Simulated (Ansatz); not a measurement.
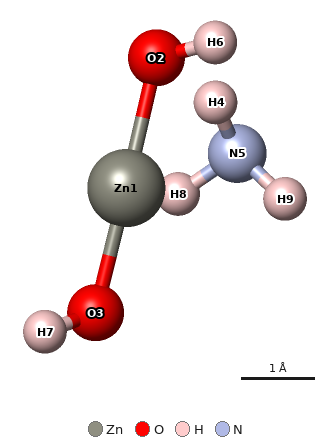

Figure 1. The starting structure (ball-and-stick view, seen at a tilt; atoms are numbered from 1 in the order of the input). Sticks mark near contacts. Bond lengths as drawn: H–N 1.02 Å, H–O 0.96 Å and O–Zn 1.77 to 1.84 Å.

# Geometry relaxation, with input and output: ZnNH5O2

The run: geometry relaxation of ZnNH5O2. Method and program: RKS PBE0-D4/def2-SVP (Ansatz 0.2.0).

It belongs to a series of runs on one base structure; here: end point A relaxed. Figures and captions count atoms from 1; the log counts them from 0 in places.

**Input file**
```yaml
crystal:
  periodic: [false, false, false]
  atoms:
    - { symbol: Zn, position_ang: [0.225659, 0.588412, -1.07726] }
    - { symbol: O, position_ang: [1.822119, 0.520915, -0.160159] }
    - { symbol: O, position_ang: [-1.333139, 0.516146, -1.907488] }
    - { symbol: H, position_ang: [0.579546, -0.711303, 1.28383] }
    - { symbol: "N", position_ang: [-0.313237, -1.054567, 1.642804] }
    - { symbol: H, position_ang: [1.980475, 1.321515, 0.352301] }
    - { symbol: H, position_ang: [-1.293651, 0.70285, -2.850667] }
    - { symbol: H, position_ang: [-0.745908, -1.632327, 0.923991] }
    - { symbol: H, position_ang: [-0.921664, -0.251743, 1.792648] }
basis:
  gaussian: { orbitals: def2-SVP }
hamiltonian:
  xc: pbe0
  dispersion: d4
relax:
  f_tol: 0.03
  max_steps: 50
output:
  orbitals: {}
```

Launch command:
```bash
ansatz run input.yaml --threads 2 --pin off --max-ram 3072MiB --backend cpu --events-out ev --progress --plain --runs-dir out
```

**Log**
```
The last accepted step is kept in [file] (removed where the run ends without a failure and the disk answers)
Engine: ansatz 0.2.0, x86_64-unknown-linux-gnu
Functional definition: PBE0
  parameter a = 0.25
  parameter kappa = 0.804
  parameter beta = 0.06672455060314922
  exchange = (1 - a)*pbe_x(kappa = kappa, mu = beta*pi^2/3) + a*exact_x
  correlation = pbe_c(beta = beta)
1034 factors; integrals over basis functions are off by at most 2.8e-4 eV
mean field evaluation 1: about -54047.3325 eV, gradient 8.9e1 eV
mean field evaluation 2: about -54014.5244 eV, gradient 1.5e2 eV
mean field evaluation 4: about -54061.4163 eV, gradient 8.9e0 eV
mean field evaluation 8: about -54061.6510 eV, gradient 4.1e-1 eV
mean field evaluation 16: about -54061.6513 eV, gradient 6.4e-6 eV
mean field -54061.65128038 eV, -1986.7290402506 hartree, gradient 6.3e-6 eV, S^2 0.000000; 0 other end points of the search recorded, 0 dependent functions left out
the calculation of the forces begins
reference -54061.65131717 eV, -1986.7290416025 hartree; 29, 29 occupied and 69, 69 virtual orbitals, 1034 factors
relax step   1: F+E_penalty+E_count = -54061.74656120 eV  Δ(F+E_penalty+E_count) = +0.000e0 eV  max|allowed force component| = 1.009e0 eV/Å  Δτ_max = 0.0000 Å  (28 SCF iters, accepted)
these checks for a lower state are left out or cut short: starts, cluster_reference, orbital_swaps, neighbouring_geometries, increment
1034 factors; integrals over basis functions are off by at most 2.8e-4 eV
mean field -54061.72422538 eV, -1986.7317209299 hartree, gradient 1.7e-5 eV, S^2 0.000000; 0 other end points of the search recorded, 0 dependent functions left out
[... from here on the field's lines of each further geometry are left out, up to the last ...]
relax step   2: F+E_penalty+E_count = -54061.82677661 eV  Δ(F+E_penalty+E_count) = -8.022e-2 eV  max|allowed force component| = 7.414e-1 eV/Å  Δτ_max = 0.1932 Å  (31 SCF iters, accepted)
relax step   3: F+E_penalty+E_count = -54061.88007859 eV  Δ(F+E_penalty+E_count) = -5.330e-2 eV  max|allowed force component| = 6.161e-1 eV/Å  Δτ_max = 0.1944 Å  (30 SCF iters, accepted)
relax step   4: F+E_penalty+E_count = -54061.90029590 eV  Δ(F+E_penalty+E_count) = -2.022e-2 eV  max|allowed force component| = 6.568e-1 eV/Å  Δτ_max = 0.1903 Å  (31 SCF iters, accepted)
relax step   5: F+E_penalty+E_count = -54061.93294808 eV  Δ(F+E_penalty+E_count) = -3.265e-2 eV  max|allowed force component| = 6.456e-1 eV/Å  Δτ_max = 0.2000 Å  (37 SCF iters, accepted)
relax step   6: F+E_penalty+E_count = -54062.20364832 eV  Δ(F+E_penalty+E_count) = -2.707e-1 eV  max|allowed force component| = 1.162e0 eV/Å  Δτ_max = 0.1951 Å  (30 SCF iters, accepted)
relax step   7: F+E_penalty+E_count = -54062.43239059 eV  Δ(F+E_penalty+E_count) = -2.287e-1 eV  max|allowed force component| = 5.611e-1 eV/Å  Δτ_max = 0.2000 Å  (29 SCF iters, accepted)
relax step   8: F+E_penalty+E_count = -54062.47032812 eV  Δ(F+E_penalty+E_count) = -3.794e-2 eV  max|allowed force component| = 1.209e0 eV/Å  Δτ_max = 0.1935 Å  (30 SCF iters, accepted)
relax step   9: F+E_penalty+E_count = -54062.50355486 eV  Δ(F+E_penalty+E_count) = -3.323e-2 eV  max|allowed force component| = 5.524e-1 eV/Å  Δτ_max = 0.1012 Å  (31 SCF iters, accepted)
relax step  10: F+E_penalty+E_count = -54062.50919012 eV  Δ(F+E_penalty+E_count) = -5.635e-3 eV  max|allowed force component| = 3.657e-1 eV/Å  Δτ_max = 0.1270 Å  (31 SCF iters, accepted)
relax step  11: F+E_penalty+E_count = -54062.51886592 eV  Δ(F+E_penalty+E_count) = -9.676e-3 eV  max|allowed force component| = 1.281e-1 eV/Å  Δτ_max = 0.0419 Å  (32 SCF iters, accepted)
the calculation of the forces begins
reference -54062.41396839 eV, -1986.7570685178 hartree; 29, 29 occupied and 69, 69 virtual orbitals, 1034 factors
relax step  12: F+E_penalty+E_count = -54062.52083559 eV  Δ(F+E_penalty+E_count) = -1.970e-3 eV  max|allowed force component| = 1.747e-2 eV/Å  Δτ_max = 0.0279 Å  (32 SCF iters, accepted)
1034 factors; integrals over basis functions are off by at most 3.6e-4 eV
mean field evaluation 96: about -54062.3107 eV, gradient 3.3e-1 eV
```

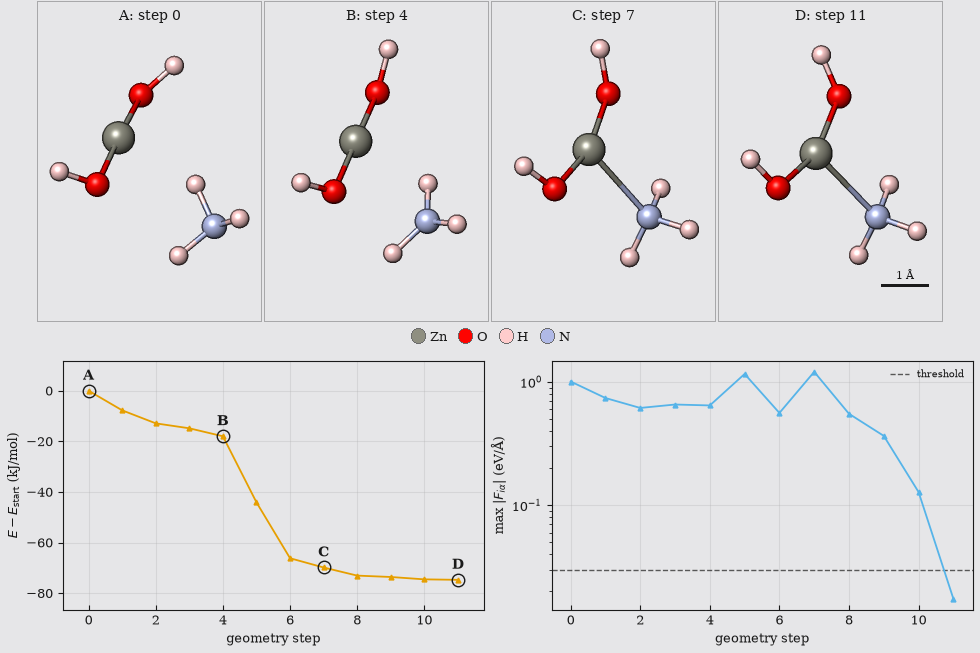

Figure 2. Frames of the relaxation (ball-and-stick view, seen at a tilt) above the curves, on which the letters mark them (the first geometry is step 0 here and step 1 in the log).

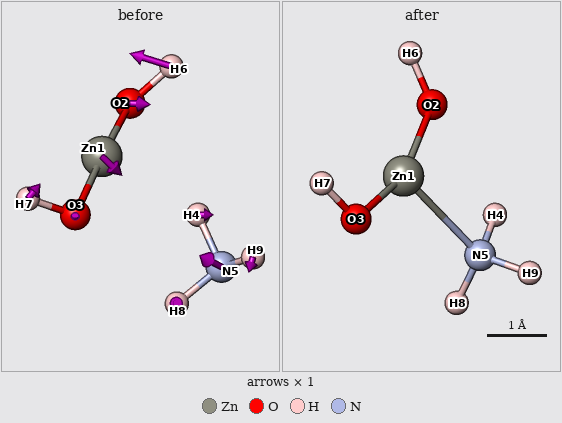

Figure 3. Before (left) and after (right) the relaxation, at one scale (ball-and-stick view, seen at a tilt). The pink arrows give the displacements, at true length. H6 moves most after the best rigid fit: 0.76 Å. By element the largest moves are H 0.76 Å, N 0.62 Å, Zn 0.51 Å, O 0.38 Å. Distances before and after: Zn1–N5 3.223 → 2.147 Å, Zn1–O3 1.768 → 1.802 Å, Zn1–O2 1.842 → 1.821 Å. New bonds form: Zn1–N5 (3.22 → 2.15 Å). Among the angles that change: O2–Zn1–O3 175.2° → 160.8°, Zn1–O2–H6 112.1° → 118.3°. The energy falls by 74.7 kJ/mol in 11 geometry steps. The largest force component goes from 1 to 0.017 eV/Å. (Atoms are counted from 1 in the order of the input.)

```
mean field -54062.41393434 eV, -1986.7570672665 hartree, gradient 9.2e-6 eV, S^2 0.000000; 1 other end points of the search recorded, 0 dependent functions left out
the calculation of the forces begins
reference -54062.41396839 eV, -1986.7570685178 hartree; 29, 29 occupied and 69, 69 virtual orbitals, 1034 factors
Total energy: -54062.52086964 eV, -1986.7609970665 hartree
Atom 0 at     0.044161     0.380839    -0.648857 Å, force    -0.017471    -0.005463    -0.007517 eV/Å
Atom 1 at     1.648893     0.692533     0.153476 Å, force     0.008005     0.000322     0.005470 eV/Å
Atom 2 at    -1.288294     0.420692    -1.860981 Å, force     0.010917    -0.000166     0.008428 eV/Å
Atom 3 at     0.494029    -0.628513     1.519281 Å, force    -0.006197     0.002653    -0.005882 eV/Å
Atom 4 at    -0.419170    -0.796238     1.086247 Å, force     0.015537     0.005929     0.000441 eV/Å
Atom 5 at     2.286292     1.246309    -0.303003 Å, force     0.000551    -0.001175     0.000666 eV/Å
Atom 6 at    -1.068124     0.944196    -2.636739 Å, force    -0.003730     0.001826    -0.003695 eV/Å
Atom 7 at    -0.551864    -1.799741     0.974874 Å, force    -0.001022    -0.003617    -0.001241 eV/Å
Atom 8 at    -1.145723    -0.460178     1.715704 Å, force    -0.006590    -0.000310     0.003330 eV/Å
Dipole moment:     0.044019    -0.212242     0.420557 e Å
```

**Trajectory as extended XYZ (Å, eV, eV/Å), 12 frames, from step=1 to step=12**
```
9
Properties=species:S:1:pos:R:3:forces:R:3 step=1 energy=-54061.74656
Zn    0.2257    0.5884   -1.0773    0.9516  -0.1435   0.7416
O     1.8221    0.5209   -0.1602   -1.0094  -0.0084  -0.5586
O    -1.3331    0.5161   -1.9075    0.0006  -0.0024   0.0140
H     0.5795   -0.7113    1.2838    0.0730   0.0307  -0.0404
N    -0.3132   -1.0546    1.6428   -0.0204   0.1053  -0.1655
H     1.9805    1.3215    0.3523    0.0015   0.0262   0.0110
H    -1.2937    0.7028   -2.8507    0.0023   0.0024  -0.0048
H    -0.7459   -1.6323    0.9240    0.0059   0.0020   0.0081
H    -0.9217   -0.2517    1.7926   -0.0051  -0.0123  -0.0053
9
Properties=species:S:1:pos:R:3:forces:R:3 step=2 energy=-54061.82678
Zn    0.1910    0.4864   -0.9169    0.2929  -0.1453   0.3391
O     1.7646    0.4354   -0.0206   -0.1149   0.7414  -0.0794
O    -1.3482    0.4220   -1.7856   -0.0139   0.0469  -0.1536
H     0.6073   -0.6215    1.1539    0.2362   0.0153   0.1625
N    -0.2911   -0.9659    1.4984   -0.2324   0.0683  -0.3069
H     1.9892    1.3025    0.3684   -0.0618  -0.5852  -0.2283
H    -1.2940    0.6721   -2.7163   -0.0096  -0.0440   0.1491
H    -0.7075   -1.5615    0.7846   -0.0579  -0.0701   0.0613
H    -0.9111   -0.1696    1.6341   -0.0384  -0.0274   0.0562
9
Properties=species:S:1:pos:R:3:forces:R:3 step=3 energy=-54061.88008
Zn    0.2084    0.4358   -0.8058    0.0839  -0.0784   0.1323
O     1.8208    0.4422   -0.0061    0.1093   0.5305   0.0594
O    -1.3545    0.3444   -1.6336   -0.0457   0.0419  -0.1855
H     0.6168   -0.6010    1.2068   -0.6114  -0.2533   0.2527
N    -0.3578   -0.9238    1.3875    0.4300   0.2411  -0.6161
H     2.0603    1.3162    0.3447   -0.0047  -0.3974  -0.1514
H    -1.3317    0.6089   -2.5611   -0.0269  -0.0428   0.1361
H    -0.6829   -1.5048    0.6082    0.0435   0.0661   0.2890
H    -0.9792   -0.1179    1.4595    0.0219  -0.1076   0.0834
9
Properties=species:S:1:pos:R:3:forces:R:3 step=4 energy=-54061.90030
Zn    0.2559    0.4193   -0.7212    0.0584   0.0194  -0.0402
O     1.9014    0.4827    0.0023    0.1246   0.6568   0.1370
O    -1.3307    0.2878   -1.5083   -0.0431   0.0600  -0.2102
H     0.5429   -0.5729    1.2225   -0.5436  -0.3158   0.3147
N    -0.4345   -0.9157    1.3142    0.4943   0.2741  -0.5157
H     2.1973    1.3839    0.2313   -0.1465  -0.6262  -0.1492
H    -1.3485    0.5813   -2.4269   -0.0405  -0.0443   0.1223
H    -0.6886   -1.5281    0.5331    0.0287   0.1432   0.2980
H    -1.0950   -0.1383    1.3531    0.0677  -0.1672   0.0433
9
Properties=species:S:1:pos:R:3:forces:R:3 step=5 energy=-54061.93295
Zn    0.2933    0.4787   -0.7807   -0.2606  -0.1051   0.2989
O     1.8698    0.5835    0.0525    0.1009  -0.2207   0.1450
O    -1.2743    0.3244   -1.5971   -0.2814  -0.0213  -0.2197
H     0.5250   -0.6363    1.3667    0.4353  -0.0230   0.1620
N    -0.4389   -0.8710    1.2129   -0.5972   0.3084  -0.6456
H     2.3683    1.3978    0.1286   -0.0331   0.1377  -0.1265
H    -1.4401    0.5996   -2.5056    0.2619   0.0110   0.1992
H    -0.7293   -1.6366    0.6230    0.1978  -0.0399   0.1228
H    -1.1737   -0.2400    1.4998    0.1764  -0.0471   0.0639
9
Properties=species:S:1:pos:R:3:forces:R:3 step=6 energy=-54062.20365
Zn    0.2374    0.4468   -0.6980   -0.3153  -0.1393   0.1549
O     1.8514    0.5581    0.0757    0.4891   0.3113   0.2028
O    -1.2996    0.3105   -1.5879   -0.2983   0.1110  -0.5167
H     0.5489   -0.6648    1.4050   -1.1621  -0.3016  -0.0264
N    -0.4282   -0.7640    1.0502    0.6610   0.3009  -0.6003
H     2.3379    1.3913    0.0948   -0.1394  -0.2422  -0.1312
H    -1.3798    0.6180   -2.4989    0.1482  -0.0186   0.2526
H    -0.7019   -1.6681    0.6369    0.1162   0.6632   0.7497
H    -1.1659   -0.2279    1.5222    0.5005  -0.6846  -0.0854
9
Properties=species:S:1:pos:R:3:forces:R:3 step=7 energy=-54062.43239
Zn    0.1489    0.4081   -0.6553    0.0013   0.0871  -0.1961
O     1.8073    0.5682    0.0523    0.3584   0.3860   0.1388
O    -1.3048    0.3743   -1.7020   -0.1990   0.0789  -0.3125
H     0.5176   -0.7141    1.4993   -0.5611  -0.0777  -0.1927
N    -0.4017   -0.7463    1.0247   -0.0482  -0.2322   0.3152
H     2.2879    1.4019   -0.0308   -0.1492  -0.2981  -0.1030
H    -1.2498    0.7372   -2.5933    0.1077  -0.0283   0.2258
H    -0.6749   -1.7106    0.7939    0.1232   0.4171   0.2980
H    -1.1302   -0.3188    1.6113    0.3669  -0.3329  -0.1735
9
Properties=species:S:1:pos:R:3:forces:R:3 step=8 energy=-54062.47033
Zn    0.1279    0.4169   -0.6480   -0.0019  -0.0349  -0.0429
O     1.7701    0.6454    0.1059    0.7541   1.1909  -0.4609
O    -1.2774    0.3912   -1.7714   -0.0631   0.0164  -0.0311
H     0.4770   -0.7214    1.5162   -0.1078  -0.0407   0.0095
N    -0.4351   -0.7837    1.0521   -0.1261  -0.2046   0.1640
H     2.3263    1.3996   -0.2205   -0.8808  -1.2089   0.4542
H    -1.1682    0.8298   -2.6194    0.0893   0.0189   0.0565
H    -0.6721   -1.7704    0.9011    0.1349   0.2988   0.0087
H    -1.1483   -0.4076    1.6840    0.2015  -0.0359  -0.1581
9
Properties=species:S:1:pos:R:3:forces:R:3 step=9 energy=-54062.50356
Zn    0.0801    0.4076   -0.6665   -0.0441  -0.0661   0.0078
O     1.6904    0.6280    0.1586    0.3737   0.5524  -0.2841
O    -1.2983    0.4090   -1.8224   -0.0059   0.0149  -0.0023
H     0.5147   -0.6603    1.4671    0.0889  -0.0004   0.0621
N    -0.4130   -0.7773    1.0548   -0.2738  -0.1609   0.0922
H     2.2883    1.3110   -0.1898   -0.3510  -0.4744   0.2123
H    -1.1407    0.8670   -2.6518    0.0510   0.0292   0.0028
H    -0.6131   -1.7719    0.9422    0.0748   0.0901  -0.0209
H    -1.1082   -0.4133    1.7078    0.0864   0.0153  -0.0700
9
Properties=species:S:1:pos:R:3:forces:R:3 step=10 energy=-54062.50919
Zn    0.0582    0.3895   -0.6515   -0.0367  -0.1118   0.1660
O     1.6552    0.6837    0.1242    0.3657   0.1164   0.1548
O    -1.2690    0.4235   -1.8388   -0.3469  -0.0775  -0.1369
H     0.4965   -0.6776    1.5248    0.0456   0.0135   0.0108
N    -0.4194   -0.7986    1.0872   -0.1190  -0.0525  -0.0068
H     2.2533    1.2961   -0.3109    0.0218  -0.0309   0.0230
H    -1.0435    0.9211   -2.6254    0.0035   0.0977  -0.1787
H    -0.6003   -1.7945    0.9653    0.0342   0.0346  -0.0059
H    -1.1309   -0.4433    1.7251    0.0318   0.0105  -0.0263
9
Properties=species:S:1:pos:R:3:forces:R:3 step=11 energy=-54062.51887
Zn    0.0345    0.3753   -0.6346    0.0800   0.0457  -0.0530
O     1.6541    0.7067    0.1457   -0.1281  -0.0629   0.0046
O    -1.2869    0.4290   -1.8642    0.0335  -0.0281   0.0746
H     0.4958   -0.6540    1.5247    0.0244   0.0051   0.0099
N    -0.4193   -0.8055    1.0920    0.0052   0.0409  -0.0328
H     2.2787    1.2648   -0.3225   -0.0011   0.0099  -0.0173
H    -1.0459    0.9416   -2.6408    0.0040   0.0135  -0.0083
H    -0.5722   -1.8057    0.9794   -0.0030  -0.0116   0.0003
H    -1.1386   -0.4524    1.7202   -0.0148  -0.0124   0.0220
9
Properties=species:S:1:pos:R:3:forces:R:3 step=12 energy=-54062.52084
Zn    0.0442    0.3808   -0.6489   -0.0175  -0.0055  -0.0075
O     1.6489    0.6925    0.1535    0.0080   0.0003   0.0055
O    -1.2883    0.4207   -1.8610    0.0109  -0.0002   0.0084
H     0.4940   -0.6285    1.5193   -0.0062   0.0027  -0.0059
N    -0.4192   -0.7962    1.0862    0.0155   0.0059   0.0004
H     2.2863    1.2463   -0.3030    0.0006  -0.0012   0.0007
H    -1.0681    0.9442   -2.6367   -0.0037   0.0018  -0.0037
H    -0.5519   -1.7997    0.9749   -0.0010  -0.0036  -0.0012
H    -1.1457   -0.4602    1.7157   -0.0066  -0.0003   0.0033
```

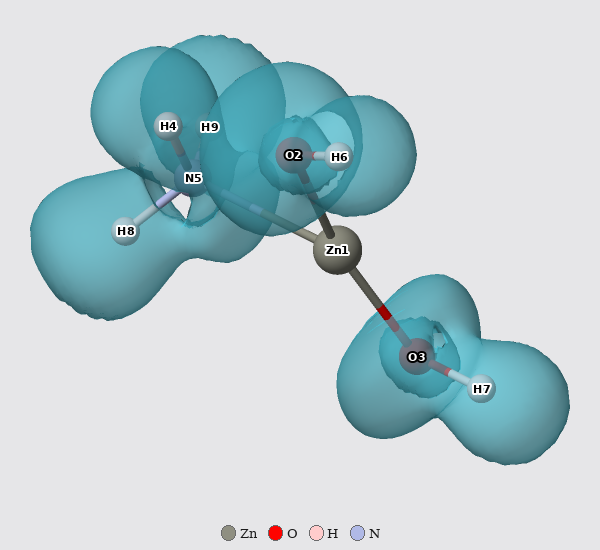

Figure 4. Isosurface of the ELF at 0.75 (cyan), seen at an oblique angle. Core shells and regions of very low density are left out. Profiles from the grid: Zn–O (1.80 Å): the ELF peaks at about 0.85 in the valence shell of O, 0.6 Å from its nucleus, and is about 0.15 at the midpoint. Zn–N (2.15 Å): the ELF peaks at about 0.95 in the valence shell of N, 0.7 Å from its nucleus, and is about 0.20 at the midpoint.

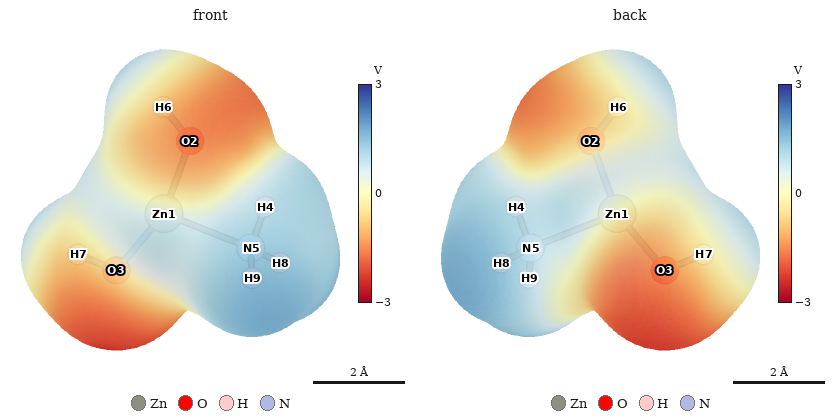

Figure 5. The electrostatic potential painted on the density surface at 0.001 e/bohr³, seen at a tilt and from behind; red is negative and blue positive. A positive charge is drawn to the negative regions and a negative charge to the positive ones.

**Summary**

| quantity | value |
| --- | --- |
| outcome | converged |
| total energy | −54062.5209 eV |
| mean-field energy | −54062.4140 eV |
| largest force (length of the vector) at the end | 0.020 eV/Å |
| hardware | 2 threads of Intel Xeon @ 2.70GHz, 189 GiB of memory available, shared host |
| wall time | 39 s (CPU time 72 s) |
| peak memory | 0.23 GiB |
